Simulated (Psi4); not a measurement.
# HSE06/def2-SVPD run of BH3O3 (B(OH)3)

What is the vertical electron affinity of BH3O3 (B(OH)3) at HSE06/def2-SVPD? 

The results are computed with Psi4 1.11.

1 further run of the same task is left out (set aside as unsound or not needed).

## Step 1: The structure to begin with

BH3O3 has 7 atoms, charge 0, and is taken as a singlet. SMILES: `OB(O)O`. The coordinates come from a GFN2-xTB relaxation. This is a higher conformer, about 20 kJ/mol above the lowest found by a separate search.

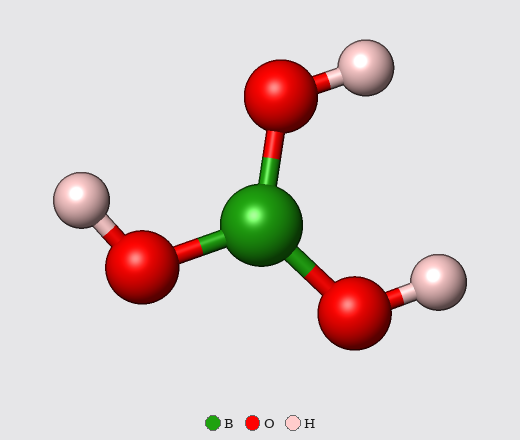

The structure, seen from a chosen angle (boron green, oxygen red, hydrogen pink).

## Step 2: Energy and forces at HSE06/def2-SVPD

File bh3o3.xyz:

```xyz
7
BH3O3
B      0.179410    -0.132540    -0.077360
O      1.490810    -0.199570    -0.389610
H      1.952260     0.628070    -0.259260
O     -0.320640     1.062710     0.374830
H     -1.250820     1.097850     0.589780
O     -0.562320    -1.258630    -0.232330
H     -1.488690    -1.197890    -0.006060
```

File run.py:

```python
import numpy as np
from ase.calculators.psi4 import Psi4
from ase.io import read

mol = read('bh3o3.xyz')
calc = Psi4(atoms=mol, method='hse06', basis='def2-SVPD', memory='1600MB', num_threads=1, charge=0, multiplicity=1, label='calc')
calc.psi4.set_options({'puream': True, 'e_convergence': 1e-09, 'd_convergence': 1e-08, 'scf_type': 'pk', 'dft_radial_points': 99, 'dft_spherical_points': 590})
mol.calc = calc

forces = mol.get_forces()
print(f'energy: {mol.get_potential_energy():.6f} eV')
print('forces / eV A^-1')
print(np.round(forces, 5))
```

Command:

```sh
python run.py
```

calc.dat:

```text
[...]
  Running in c1 symmetry.
[...]
  Nuclear repulsion =  116.751213015521458
[...]
  Multiplicity = 1
[...]
  Nalpha       = 16
  Nbeta        = 16
[...]
    Number of basis functions: 113
[...]
   @RKS iter   1:  -251.67477274923047   -2.14146e-01   9.08959e-03 DIIS/ADIIS
[...]
   @RKS iter  11:  -252.07322358589280    3.97904e-12   2.42266e-09 DIIS
[...]
    Orbital Energies [Eh]
    ---------------------
    Doubly Occupied:
       1A    -19.220521     2A    -19.216316     3A    -19.207041
       4A     -6.839335     5A     -1.061404     6A     -1.017219
       7A     -1.012648     8A     -0.603122     9A     -0.574509
      10A     -0.509499    11A     -0.435341    12A     -0.420941
      13A     -0.374870    14A     -0.352987    15A     -0.337016
      16A     -0.328820
[...]
  @RKS Final Energy:  -252.07322358589280
   => Energetics <=
    Nuclear Repulsion Energy =            116.7512130155214578
    One-Electron Energy =                -577.4605734550997340
    Two-Electron Energy =                 232.4900231124980792
    DFT Exchange-Correlation Energy =     -23.8538862588125831
    Empirical Dispersion Energy =           0.0000000000000000
    VV10 Nonlocal Energy =                  0.0000000000000000
    Total Energy =                       -252.0732235858928050
[...]
 Multipole Moments:
 ------------------------------------------------------------------------------------
     Multipole            Electronic (a.u.)      Nuclear  (a.u.)        Total (a.u.)
 ------------------------------------------------------------------------------------
 L = 1.  Multiply by 2.5417464519 to convert [e a0] to [Debye]
 Dipole X            :          0.3215401           -1.2355486           -0.9140085
 Dipole Y            :         -0.2626519            0.8385729            0.5759209
 Dipole Z            :         -0.1456862            0.5119870            0.3663008
 Magnitude           :                                                    1.1407334
[...]
  -Total Gradient:
     Atom            X                  Y                   Z
    ------   -----------------  -----------------  -----------------
       1        0.005030686929    -0.005075368358    -0.002554908008
       2       -0.006908115406     0.004511472755     0.002842529265
       3       -0.001030096234    -0.002645719385    -0.000546856271
       4       -0.001725347510    -0.005252194307    -0.001082672141
       5        0.002113473640     0.000348513171    -0.000392999422
       6        0.001210740958     0.008319156449     0.002083800685
       7        0.001281936990    -0.000199733743    -0.000341599512
[...]
```

On the terminal:

```text
energy: -6859.261793 eV
forces / eV A^-1
[[-0.25869  0.26099  0.13138]
 [ 0.35523 -0.23199 -0.14617]
 [ 0.05297  0.13605  0.02812]
 [ 0.08872  0.27008  0.05567]
 [-0.10868 -0.01792  0.02021]
 [-0.06226 -0.42779 -0.10715]
 [-0.06592  0.01027  0.01757]]
```

It took 37 s on 1 thread of Intel Xeon 6975P-C (Granite Rapids), shared host; peak memory 0.81 GiB.

## Step 3: The doublet anion, same level

bh3o3.xyz is that of step 2.

File bh3o3.py:

```python
import psi4

psi4.set_memory('1600 MB')
psi4.set_num_threads(1)
psi4.set_output_file('bh3o3.out', False)

with open('bh3o3.xyz') as f:
    atoms = ''.join(f.readlines()[2:])
mol = psi4.geometry('-1 2\n' + atoms + 'symmetry c1')

psi4.set_options({
    'basis': 'def2-SVPD',
    'reference': 'uks',
    'puream': True,
    'e_convergence': 1e-09,
    'd_convergence': 1e-08,
    'scf_type': 'pk',
    'dft_radial_points': 99,
    'dft_spherical_points': 590,
    'maxiter': 200,
})

result, w = psi4.gradient('HSE06', return_wfn=True)
print('gradient / Eh bohr^-1')
print(result.np.round(6))
print(f'energy = {w.energy():.10f} Eh')
```

Command:

```sh
python bh3o3.py
```

bh3o3.out, cut to the lines that bear on the results:

```text
[...]
  Running in c1 symmetry.
[...]
  Nuclear repulsion =  116.751213015521458
[...]
  Multiplicity = 2
[...]
  Nalpha       = 17
  Nbeta        = 16
[...]
    Number of basis functions: 113
[...]
   @UKS iter   1:  -251.28927215720404    1.71355e-01   1.04965e-02 ADIIS/DIIS
[...]
   @UKS iter  15:  -252.04786045143578    2.67164e-12   4.42304e-09 DIIS
[...]
   @S^2 Observed:                7.502554339E-01
[...]
  @UKS Final Energy:  -252.04786045143578
   => Energetics <=
    Nuclear Repulsion Energy =            116.7512130155214578
    One-Electron Energy =                -582.7918719113117731
    Two-Electron Energy =                 237.9481699502946128
    DFT Exchange-Correlation Energy =     -23.9553715059400503
    Empirical Dispersion Energy =           0.0000000000000000
    VV10 Nonlocal Energy =                  0.0000000000000000
    Total Energy =                       -252.0478604514357812
[...]
 Multipole Moments:
 ------------------------------------------------------------------------------------
     Multipole            Electronic (a.u.)      Nuclear  (a.u.)        Total (a.u.)
 ------------------------------------------------------------------------------------
 L = 1.  Multiply by 2.5417464519 to convert [e a0] to [Debye]
 Dipole X            :          2.0282840           -1.2355486            0.7927353
 Dipole Y            :         -0.6217136            0.8385729            0.2168593
 Dipole Z            :         -0.6273392            0.5119870           -0.1153522
 Magnitude           :                                                    0.8299177
[...]
  -Total Gradient:
     Atom            X                  Y                   Z
    ------   -----------------  -----------------  -----------------
       1        0.023285580574    -0.009076757922    -0.007766695582
       2       -0.017204133571     0.010928117890     0.006958966950
       3       -0.000514217700    -0.006323045239    -0.001697416635
       4       -0.017877422640    -0.007593178368     0.001819886364
       5        0.014153758087     0.004087268269    -0.001992040066
       6       -0.014068867804     0.012866014278     0.006802763199
       7        0.012204363335    -0.004883216477    -0.004119589975
[...]
```

Standard output:

```text
gradient / Eh bohr^-1
[[ 0.023286 -0.009077 -0.007767]
 [-0.017204  0.010928  0.006959]
 [-0.000514 -0.006323 -0.001697]
 [-0.017877 -0.007593  0.00182 ]
 [ 0.014154  0.004087 -0.001992]
 [-0.014069  0.012866  0.006803]
 [ 0.012204 -0.004883 -0.00412 ]]
energy = -252.0478604514 Eh
```

It took 57 s on 1 thread of Intel Xeon 6975P-C (Granite Rapids), shared host; peak memory 0.8 GiB.

## Step 4: Summary of results

At HSE06/def2-SVPD:

```
                                         quantity          value
                      singlet BH3O3: total energy  -252.07322 Eh
                     singlet BH3O3: dipole moment         2.90 D
                       singlet BH3O3: HOMO energy       -8.95 eV
                       singlet BH3O3: LUMO energy       -0.74 eV
                     singlet BH3O3: HOMO–LUMO gap        8.20 eV
          singlet BH3O3: largest force on an atom     0.449 eV/Å
                      doublet anion: total energy  -252.04786 Eh
doublet anion: HOMO energy (highest over α and β)        2.21 eV
 doublet anion: LUMO energy (lowest over α and β)        3.03 eV
                              doublet anion: ⟨S²⟩          0.750
          doublet anion: largest force on an atom     1.346 eV/Å
vertical electron affinity (to the doublet anion)      -0.690 eV
```

The anion lies 0.69 eV (66.6 kJ/mol) above the neutral: the electron isn't bound at this level, and such a value depends on the basis. The largest force (singlet BH3O3) is 0.45 eV/Å: the shape isn't a stationary point for this species at this level. The HOMO (doublet anion) lies at positive energy, 2.21 eV; only total energies tell whether the electron is bound.
